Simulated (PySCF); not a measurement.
# C3H5BOS: NMR shifts at several levels of theory, part 2 of 2

PySCF 2.14.0. Atoms count from 0.

### Step 8. NMR shieldings: KT2/pcSseg-2

What the job is given:

```
{"job": {"kind": "nmr", "xc": "KT2", "basis": "pcSseg-2", "pop": false}, "charge": 0, "multiplicity": 1}
C     -2.887240     1.915175    -0.376734
C     -1.987519     1.132809    -0.136289
B     -0.813789     0.186435     0.137287
O     -1.037623    -1.016307     0.719547
S      0.820679     0.788525    -0.366336
C      1.909739    -0.584428     0.106321
H     -3.689389     2.600347    -0.584514
H     -0.241901    -1.544207     0.839168
H      1.692915    -1.494078    -0.473784
H      2.937830    -0.274567    -0.122269
H      1.854680    -0.796981     1.185043
```

Level: GIAO KT2/pcSseg-2 NMR shielding, non-relativistic, gas phase.

Standard output:

```text
coarse grid: 10160 points
cycle   1  E = -622.3224825760  dE =  6.206e-01  |g| = 8.814e-01  |ddm| = 3.399e+00
cycle   2  E = -621.7172262700  dE =  6.053e-01  |g| = 1.850e+00  |ddm| = 1.805e+00
cycle   3  E = -622.4394641239  dE = -7.222e-01  |g| = 3.838e-01  |ddm| = 1.486e+00
cycle   4  E = -622.4718495184  dE = -3.239e-02  |g| = 1.848e-01  |ddm| = 4.317e-01
cycle   5  E = -622.4769386732  dE = -5.089e-03  |g| = 1.244e-01  |ddm| = 1.858e-01
cycle   6  E = -622.4809109484  dE = -3.972e-03  |g| = 1.820e-02  |ddm| = 9.144e-02
cycle   7  E = -622.4809858296  dE = -7.488e-05  |g| = 6.978e-03  |ddm| = 2.226e-02
cycle   8  E = -622.4809996007  dE = -1.377e-05  |g| = 2.067e-03  |ddm| = 9.693e-03
cycle   9  E = -622.4810008506  dE = -1.250e-06  |g| = 6.517e-04  |ddm| = 2.490e-03
final grid: 94648 points
cycle  10  E = -622.5169039799  dE = -3.717e-04  |g| = 1.444e-02  |ddm| = 4.453e-01
cycle  11  E = -622.5168349579  dE =  6.902e-05  |g| = 1.974e-02  |ddm| = 3.084e-02
cycle  12  E = -622.5169345776  dE = -9.962e-05  |g| = 4.820e-03  |ddm| = 2.273e-02
cycle  13  E = -622.5169387281  dE = -4.151e-06  |g| = 3.232e-03  |ddm| = 5.118e-03
cycle  14  E = -622.5169414209  dE = -2.693e-06  |g| = 6.449e-04  |ddm| = 2.404e-03
cycle  15  E = -622.5169415225  dE = -1.015e-07  |g| = 2.045e-04  |ddm| = 6.159e-04
cycle  16  E = -622.5169415296  dE = -7.111e-09  |g| = 8.119e-05  |ddm| = 1.475e-04
cycle  17  E = -622.5169415310  dE = -1.399e-09  |g| = 1.185e-05  |ddm| = 7.089e-05
cycle  18  E = -622.5169415310  dE = -3.763e-11  |g| = 3.168e-06  |ddm| = 1.635e-05
converged SCF energy = -622.5169415310

GIAO shielding tensors (ppm)
atom      isotropic    diamagn.    paramagn.     s11        s22        s33       span
  0 C       88.339     264.995    -176.656     22.289     24.876    217.851    195.561
  1 C       98.416     264.404    -165.987      2.113      5.591    287.545    285.433
  2 B       66.620     195.873    -129.253     28.729     72.710     98.420     69.691
  3 O      158.767     382.177    -223.410     -8.352    169.169    315.485    323.837
  4 S      512.049    1060.003    -547.953    340.810    550.437    644.901    304.091
  5 C      170.498     245.583     -75.084    157.642    166.781    187.071     29.429
  6 H       28.325      31.597      -3.271     23.953     24.329     36.694     12.741
  7 H       26.213      32.358      -6.145     20.106     27.382     31.151     11.045
  8 H       29.213      30.756      -1.543     24.253     26.963     36.423     12.171
  9 H       29.119      28.444       0.675     23.976     26.721     36.660     12.684
 10 H       29.219      30.732      -1.513     24.407     27.103     36.146     11.739
```

It took 72 s on 1 thread of Intel Xeon Platinum 8259CL at 2.50GHz, shared host; peak memory 0.92 GiB.

In short: δ C0 93.9, C1 83.9, C5 11.8, B2 31.7, H7 4.96, H6 2.85 ppm.

### Step 9. NMR shieldings: KT3/pcSseg-2

Settings changed since step 8:

```diff
@@ -1,2 +1,2 @@
-{"job": {"kind": "nmr", "xc": "KT2", "basis": "pcSseg-2", "pop": false}, "charge": 0, "multiplicity": 1}
+{"job": {"kind": "nmr", "xc": "KT3", "basis": "pcSseg-2", "pop": false}, "charge": 0, "multiplicity": 1}
 C     -2.887240     1.915175    -0.376734
```

Method: GIAO KT3/pcSseg-2 NMR shielding, non-relativistic, gas phase.

Standard output:

```text
coarse grid: 10160 points
cycle   1  E = -621.7358542122  dE =  6.067e-01  |g| = 8.826e-01  |ddm| = 3.159e+00
cycle   2  E = -621.1482060466  dE =  5.876e-01  |g| = 1.825e+00  |ddm| = 1.868e+00
cycle   3  E = -621.8559153018  dE = -7.077e-01  |g| = 3.804e-01  |ddm| = 1.559e+00
cycle   4  E = -621.8869222835  dE = -3.101e-02  |g| = 1.920e-01  |ddm| = 4.064e-01
cycle   5  E = -621.8927914827  dE = -5.869e-03  |g| = 1.218e-01  |ddm| = 1.796e-01
cycle   6  E = -621.8965954943  dE = -3.804e-03  |g| = 1.718e-02  |ddm| = 9.100e-02
cycle   7  E = -621.8966624393  dE = -6.694e-05  |g| = 6.494e-03  |ddm| = 2.127e-02
cycle   8  E = -621.8966743192  dE = -1.188e-05  |g| = 1.884e-03  |ddm| = 8.940e-03
cycle   9  E = -621.8966753531  dE = -1.034e-06  |g| = 6.011e-04  |ddm| = 2.206e-03
final grid: 94648 points
cycle  10  E = -621.9280518244  dE = -3.588e-04  |g| = 9.931e-03  |ddm| = 3.627e-01
cycle  11  E = -621.9280153794  dE =  3.645e-05  |g| = 1.615e-02  |ddm| = 1.276e-02
cycle  12  E = -621.9280624808  dE = -4.710e-05  |g| = 3.772e-03  |ddm| = 9.304e-03
cycle  13  E = -621.9280635474  dE = -1.067e-06  |g| = 2.844e-03  |ddm| = 3.995e-03
cycle  14  E = -621.9280655832  dE = -2.036e-06  |g| = 6.809e-04  |ddm| = 2.070e-03
cycle  15  E = -621.9280657033  dE = -1.201e-07  |g| = 1.360e-04  |ddm| = 5.769e-04
cycle  16  E = -621.9280657071  dE = -3.800e-09  |g| = 5.732e-05  |ddm| = 2.097e-04
cycle  17  E = -621.9280657081  dE = -9.690e-10  |g| = 8.320e-06  |ddm| = 7.804e-05
converged SCF energy = -621.9280657081

GIAO shielding tensors (ppm)
atom      isotropic    diamagn.    paramagn.     s11        s22        s33       span
  0 C       89.964     268.308    -178.345     23.694     26.982    219.214    195.520
  1 C       99.279     267.410    -168.131      3.126      7.056    287.656    284.530
  2 B       67.058     196.140    -129.082     29.888     72.866     98.420     68.532
  3 O      164.686     385.060    -220.374      3.141    175.964    314.954    311.812
  4 S      514.979    1060.214    -545.235    353.225    548.100    643.613    290.388
  5 C      168.097     244.378     -76.280    155.436    163.923    184.934     29.498
  6 H       28.569      31.141      -2.572     24.212     24.587     36.907     12.695
  7 H       26.380      33.114      -6.733     20.179     27.522     31.440     11.261
  8 H       29.374      30.862      -1.488     24.561     27.103     36.457     11.896
  9 H       29.309      28.192       1.117     24.245     26.944     36.739     12.494
 10 H       29.380      30.765      -1.385     24.702     27.245     36.194     11.492
```

Run time: 70 s. Hardware: 1 thread of Intel Xeon Platinum 8259CL at 2.50GHz, shared host; peak memory 0.92 GiB.

In short: δ C0 91.3, C1 82.0, C5 13.2, B2 31.6, H7 4.97, H6 2.79 ppm.

### Step 10. Nuclear shieldings: B97-D/pcSseg-2

Settings changed since step 9:

```diff
@@ -1,2 +1,2 @@
-{"job": {"kind": "nmr", "xc": "KT3", "basis": "pcSseg-2", "pop": false}, "charge": 0, "multiplicity": 1}
+{"job": {"kind": "nmr", "xc": "B97-D", "basis": "pcSseg-2", "pop": false}, "charge": 0, "multiplicity": 1}
 C     -2.887240     1.915175    -0.376734
```

Level: GIAO B97-D/pcSseg-2 NMR shielding, non-relativistic, gas phase.

Standard output:

```text
coarse grid: 10160 points
cycle   1  E = -615.4150254922  dE =  5.811e-01  |g| = 8.847e-01  |ddm| = 2.499e+00
cycle   2  E = -614.8485529366  dE =  5.665e-01  |g| = 1.827e+00  |ddm| = 1.743e+00
cycle   3  E = -615.5331450375  dE = -6.846e-01  |g| = 3.833e-01  |ddm| = 1.433e+00
cycle   4  E = -615.5646011558  dE = -3.146e-02  |g| = 1.867e-01  |ddm| = 4.183e-01
cycle   5  E = -615.5697349094  dE = -5.134e-03  |g| = 1.235e-01  |ddm| = 1.804e-01
cycle   6  E = -615.5735751546  dE = -3.840e-03  |g| = 1.747e-02  |ddm| = 8.739e-02
cycle   7  E = -615.5736402344  dE = -6.508e-05  |g| = 7.171e-03  |ddm| = 2.094e-02
cycle   8  E = -615.5736547455  dE = -1.451e-05  |g| = 1.971e-03  |ddm| = 9.301e-03
cycle   9  E = -615.5736558607  dE = -1.115e-06  |g| = 5.863e-04  |ddm| = 2.226e-03
final grid: 94648 points
cycle  10  E = -615.5811636298  dE = -1.663e-04  |g| = 9.126e-03  |ddm| = 1.584e-01
cycle  11  E = -615.5811376003  dE =  2.603e-05  |g| = 1.226e-02  |ddm| = 1.606e-02
cycle  12  E = -615.5811632983  dE = -2.570e-05  |g| = 6.876e-03  |ddm| = 1.350e-02
cycle  13  E = -615.5811750216  dE = -1.172e-05  |g| = 1.798e-03  |ddm| = 4.994e-03
cycle  14  E = -615.5811758676  dE = -8.460e-07  |g| = 2.963e-04  |ddm| = 1.464e-03
cycle  15  E = -615.5811758875  dE = -1.986e-08  |g| = 9.149e-05  |ddm| = 2.551e-04
cycle  16  E = -615.5811758890  dE = -1.550e-09  |g| = 4.677e-05  |ddm| = 1.000e-04
cycle  17  E = -615.5811758895  dE = -4.302e-10  |g| = 1.354e-05  |ddm| = 3.805e-05
converged SCF energy = -615.5811758895

GIAO shielding tensors (ppm)
atom      isotropic    diamagn.    paramagn.     s11        s22        s33       span
  0 C       83.281     263.864    -180.583     13.657     17.854    218.333    204.676
  1 C       91.935     263.192    -171.257     -7.753     -3.294    286.853    294.606
  2 B       63.063     196.797    -133.735     25.155     68.151     95.882     70.727
  3 O      165.271     385.441    -220.170      7.119    172.377    316.317    309.198
  4 S      487.927    1059.051    -571.124    317.593    519.721    626.468    308.875
  5 C      165.613     244.664     -79.051    152.664    161.348    182.826     30.163
  6 H       28.783      32.654      -3.871     24.546     24.881     36.922     12.376
  7 H       26.419      32.967      -6.547     20.216     27.517     31.526     11.310
  8 H       29.412      30.681      -1.269     24.700     27.167     36.370     11.670
  9 H       29.347      28.356       0.991     24.356     27.021     36.664     12.308
 10 H       29.419      30.616      -1.198     24.838     27.310     36.109     11.271
```

Wall time 71 s (1 thread of Intel Xeon Platinum 8259CL at 2.50GHz, shared host); peak memory 0.92 GiB.

This run: δ C0 95.7, C1 87.1, C5 13.4, B2 33.3, H7 4.98, H6 2.61 ppm.

### Step 11. NMR shieldings: B3LYP/pcSseg-2

Settings changed since step 10:

```diff
@@ -1,2 +1,2 @@
-{"job": {"kind": "nmr", "xc": "B97-D", "basis": "pcSseg-2", "pop": false}, "charge": 0, "multiplicity": 1}
+{"job": {"kind": "nmr", "xc": "B3LYP", "basis": "pcSseg-2", "pop": false}, "charge": 0, "multiplicity": 1}
 C     -2.887240     1.915175    -0.376734
```

Method: GIAO B3LYP/pcSseg-2 NMR shielding, non-relativistic, gas phase.

Standard output:

```text
coarse grid: 10160 points
cycle   1  E = -615.6270884169  dE =  6.380e-01  |g| = 7.775e-01  |ddm| = 2.419e+00
cycle   2  E = -615.4205516762  dE =  2.065e-01  |g| = 1.287e+00  |ddm| = 1.199e+00
cycle   3  E = -615.7344453138  dE = -3.139e-01  |g| = 2.059e-01  |ddm| = 7.818e-01
cycle   4  E = -615.7433350560  dE = -8.890e-03  |g| = 8.433e-02  |ddm| = 2.387e-01
cycle   5  E = -615.7444513564  dE = -1.116e-03  |g| = 5.103e-02  |ddm| = 8.807e-02
cycle   6  E = -615.7450974000  dE = -6.460e-04  |g| = 5.956e-03  |ddm| = 3.787e-02
cycle   7  E = -615.7451044696  dE = -7.070e-06  |g| = 2.092e-03  |ddm| = 7.040e-03
final grid: 94648 points
cycle   8  E = -615.7535758338  dE = -8.073e-05  |g| = 5.842e-03  |ddm| = 4.488e-02
cycle   9  E = -615.7535688267  dE =  7.007e-06  |g| = 7.727e-03  |ddm| = 1.320e-02
cycle  10  E = -615.7535839826  dE = -1.516e-05  |g| = 1.405e-03  |ddm| = 6.940e-03
cycle  11  E = -615.7535843527  dE = -3.700e-07  |g| = 7.465e-04  |ddm| = 1.414e-03
cycle  12  E = -615.7535844817  dE = -1.290e-07  |g| = 2.085e-04  |ddm| = 6.859e-04
cycle  13  E = -615.7535844930  dE = -1.127e-08  |g| = 3.317e-05  |ddm| = 2.433e-04
cycle  14  E = -615.7535844932  dE = -2.203e-10  |g| = 1.382e-05  |ddm| = 2.987e-05
converged SCF energy = -615.7535844932

GIAO shielding tensors (ppm)
atom      isotropic    diamagn.    paramagn.     s11        s22        s33       span
  0 C       77.747     262.201    -184.455      4.903     10.641    217.696    212.793
  1 C       89.152     263.430    -174.278    -16.020    -10.131    293.607    309.627
  2 B       58.869     194.819    -135.950     16.690     63.841     96.076     79.387
  3 O      165.198     384.800    -219.602      5.649    170.928    319.016    313.367
  4 S      487.338    1057.767    -570.429    303.834    519.112    639.069    335.235
  5 C      167.246     242.811     -75.565    155.468    163.007    183.263     27.795
  6 H       28.756      32.650      -3.894     24.501     24.834     36.933     12.432
  7 H       26.440      32.748      -6.308     19.912     27.470     31.938     12.026
  8 H       29.450      30.672      -1.222     24.632     27.200     36.518     11.886
  9 H       29.381      28.749       0.633     24.264     26.996     36.884     12.620
 10 H       29.460      30.637      -1.177     24.767     27.351     36.263     11.495
```

Wall time 46 s (1 thread of Intel Xeon Platinum 8259CL at 2.50GHz, shared host); peak memory 1.1 GiB.

In short: δ C0 101.4, C1 90.0, C5 11.9, B2 37.5, H7 4.95, H6 2.63 ppm.

### Step 12. Side by side: NMR shifts

Shifts (ppm) of some atoms, chosen among heavy atoms and hydrogens apart, with basis size and wall time:

```csv
run,C0,C1,H7,H6,B2,O3,S4,functions,time
HF/pcSseg-2,108.4,83.3,4.75,3.15,39.3,122.4,-66,293,30 s
LDA/pcSseg-2,107.7,98.6,5.32,2.54,35.7,184.5,25,293,61 s
PBE/pcSseg-2,101.1,92.2,5.15,2.60,34.1,174.5,19,293,79 s
BLYP/pcSseg-2,98.0,90.5,5.03,2.59,35.5,170.8,32,293,69 s
BP86/pcSseg-2,100.8,91.5,5.08,2.62,34.1,171.7,18,293,69 s
OPBE/pcSseg-2,98.8,89.2,5.24,2.64,31.5,166.7,1,293,67 s
KT2/pcSseg-2,93.9,83.9,4.96,2.85,31.7,165.6,13,293,72 s
KT3/pcSseg-2,91.3,82.0,4.97,2.79,31.6,159.1,11,293,70 s
B97-D/pcSseg-2,95.7,87.1,4.98,2.61,33.3,159.9,16,293,71 s
B3LYP/pcSseg-2,101.4,90.0,4.95,2.63,37.5,160.7,5,293,46 s
```

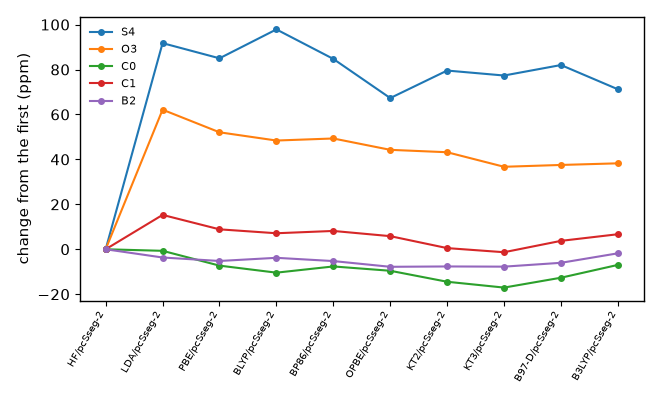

How five of the tabulated atoms move from run to run.

### Step 13. Outcome

The summary covers parts 1 to 2.

| quantity | value |
| --- | --- |
| ¹³C shifts against TMS (HF/pcSseg-2) | 108.4, 83.3, 10.2 ppm |
| ¹H shifts against TMS (HF/pcSseg-2, means over atoms taken as alike) | 4.75, 3.15, 1.84 ppm |
| ¹¹B shifts against BF3·OEt2 (HF/pcSseg-2) | 39.3 ppm |
| ¹⁷O shifts against H2O (HF/pcSseg-2) | 122.4 ppm |
| ³³S shifts against CS2 (HF/pcSseg-2) | -66 ppm |
| range of the shift of S4 | -66 to 32 ppm |

Single values in the summary come from the first sound run of each kind (HF/pcSseg-2), which need not be the best level. At HF/pcSseg-2: The largest span, 346 ppm, is at S4, where the paramagnetic term is -468 ppm. In ppm, S4 moves most: its shift spreads over 98 ppm, from -66 (HF/pcSseg-2) to 32 (BLYP/pcSseg-2).
